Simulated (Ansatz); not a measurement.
# wB97X/def2-SVP (core potential) run of InNH4 (SMILES [NH2][InH2])

What is the electronic atomisation energy of InNH4 at wB97X/def2-SVP (core potential)? 

Program for the calculation: Ansatz 0.2.0.

47 further runs of the same task are left out: 47 set aside as unsound or not needed.

**1. Starting point**

InNH4: 6 atoms, total charge 0, spin state singlet. As SMILES, `[NH2][InH2]`. Geometry: relaxed at PBE0-D4/def2-TZVP.

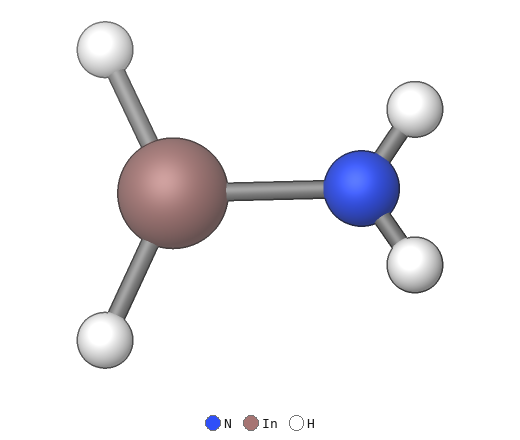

Viewed from a chosen angle; nitrogen blue, indium brown, hydrogen white.

**2. The energy at wB97X/def2-SVP (core potential)**

in.yaml reads:

```yaml
crystal:
  periodic: [false, false, false]
  atoms:
    - {symbol: N, position_ang: [-0.092200, -1.060500, 0.036600]}
    - {symbol: In, position_ang: [0.095300, 0.935900, -0.048300]}
    - {symbol: H, position_ang: [-0.598000, -1.552900, 0.753400]}
    - {symbol: H, position_ang: [0.311900, -1.697300, -0.629300]}
    - {symbol: H, position_ang: [1.012500, 1.520500, -1.370700]}
    - {symbol: H, position_ang: [-0.687400, 1.790300, 1.212100]}
basis:
  gaussian: {orbitals: def2-SVP}
hamiltonian: {xc: {name: wB97X}}
accuracy: high
output: {orbitals: {seedname: orbitals}}
```

Run with:

```console
$ ansatz run in.yaml --threads 1 --pin off --max-ram 3480MiB --events-out events.jsonl --progress --plain --runs-dir runs
```

Output:

```text
Warning: RAYON_NUM_THREADS=1 ignored (pool sized by the plan → 1); use --threads N
Functional definition: wB97X
  name "wB97X"
  parameter omega = 0.3/bohr
  parameter cx = 0.157706
  parameter cx1 = 0.726479
  parameter cx2 = 1.04760
  parameter cx3 = -5.70635
  parameter cx4 = 13.2794
  parameter css1 = -4.33879
  parameter css2 = 18.2308
  parameter css3 = -31.7430
  parameter css4 = 17.2901
  parameter cos1 = 2.37031
  parameter cos2 = -11.3995
  parameter cos3 = 6.58405
  parameter cos4 = -3.78132
  exchange = spin_sum(e_x_unif_sr(omega)*poly(b97_u_x, 1 - cx, cx1, cx2, cx3, cx4)) + cx*exact_x_sr(omega)
      + exact_x_lr(omega)
  correlation = spin_sum(e_c_pw_same_spin*poly(b97_u_same, 1, css1, css2, css3, css4))
      + integral(e_c_pw_opposite_spin*poly(b97_u_opposite, 1, cos1, cos2, cos3, cos4))
1456 factors; integrals over basis functions are off by at most 3.0e-9 eV
304 factors; integrals over basis functions are off by at most 1.9e-9 eV
mean field evaluation 1: about -6722.8404 eV, gradient 4.8e1 eV
mean field evaluation 2: about -6719.9732 eV, gradient 5.9e1 eV
mean field evaluation 4: about -6727.7570 eV, gradient 4.3e-1 eV
mean field evaluation 8: about -6727.7476 eV, gradient 2.3e-2 eV
mean field evaluation 16: about -6727.7477 eV, gradient 2.2e-6 eV
mean field -6727.74765644 eV, -247.2401661429 hartree, gradient 3.9e-8 eV, S^2 0.000000; 0 other end points of the search recorded, 0 dependent functions left out
reference -6727.74765298 eV, -247.2401660158 hartree; 16, 16 occupied and 44, 44 virtual orbitals, 1456 factors
Total energy: -6727.74765298 eV, -247.2401660158 hartree
```

It took 23 s on 1 thread of Arm Neoverse N1, shared host; peak memory 0.34 GiB.

**3. The H atom**

in.yaml reads:

```yaml
crystal:
  periodic: [false, false, false]
  atoms:
    - {symbol: H, position_ang: [0.000000, 0.000000, 0.000000]}
basis:
  gaussian:
    orbitals: def2-SVP
total_charge: 0
magnetization:
  spin_polarized: true
  initial_magnetization: 1
hamiltonian:
  xc: {name: wB97X}
accuracy: high
```

Run with:

```console
$ ansatz run in.yaml --threads 1 --pin off --max-ram 3480MiB --events-out events.jsonl --progress --plain --runs-dir runs
```

Output, shortened:

```text
Warning: RAYON_NUM_THREADS=1 ignored (pool sized by the plan → 1); use --threads N
[... 2 set-up lines as earlier in the session ...]
[...]
      + exact_x_lr(omega)
[...]
      + integral(e_c_pw_opposite_spin*poly(b97_u_opposite, 1, cos1, cos2, cos3, cos4))
15 factors; integrals over basis functions are off by at most 8.9e-10 eV
15 factors; integrals over basis functions are off by at most 7.0e-10 eV
[...]
mean field -13.62211750 eV, -0.5006035846 hartree, gradient 3.3e-9 eV, S^2 0.750000; 0 other end points of the search recorded, 0 dependent functions left out
reference -13.62211771 eV, -0.5006035924 hartree; 1, 0 occupied and 4, 5 virtual orbitals, 15 factors
Total energy: -13.62211771 eV, -0.5006035924 hartree
```

It took 0.79 s on 1 thread of Arm Neoverse N1, shared host.

**4. The In atom at the same level**

run.yaml reads:

```yaml
crystal:
  periodic: [false, false, false]
  atoms:
    - {symbol: In, position_ang: [0.000000, 0.000000, 0.000000]}
basis:
  gaussian:
    orbitals: def2-SVP
magnetization:
  spin_polarized: true
  initial_magnetization: 1
accuracy: high
hamiltonian:
  xc: {name: wB97X}
```

Run the same way, it converges to -190.13946 Eh (log not shown).

**5. The N atom at the same level**

input.yaml reads:

```yaml
crystal:
  periodic: [false, false, false]
  atoms:
    - {symbol: N, position_ang: [0.000000, 0.000000, 0.000000]}
basis:
  gaussian: {orbitals: def2-SVP}
total_charge: 0
magnetization: {spin_polarized: true, initial_magnetization: 3}
hamiltonian: {xc: {name: wB97X}}
accuracy: high
```

Run the same way, it converges to -54.52704 Eh (log not shown).

**6. Summary of results**

At wB97X/def2-SVP (core potential):

```
                     quantity          value
       molecule: total energy  -247.24017 Eh
        molecule: HOMO energy       -9.19 eV
        molecule: LUMO energy        0.84 eV
      molecule: HOMO–LUMO gap       10.04 eV
         H atom: total energy    -0.50060 Eh
                 H atom: ⟨S²⟩          0.750
        In atom: total energy  -190.13946 Eh
                In atom: ⟨S²⟩          0.752
         N atom: total energy   -54.52704 Eh
                 N atom: ⟨S²⟩          3.756
electronic atomisation energy      15.544 eV
```

**Reading.** Taking the molecule apart into free atoms costs 15.54 eV (1500 kJ/mol), before zero-point energy and without spin-orbit coupling.
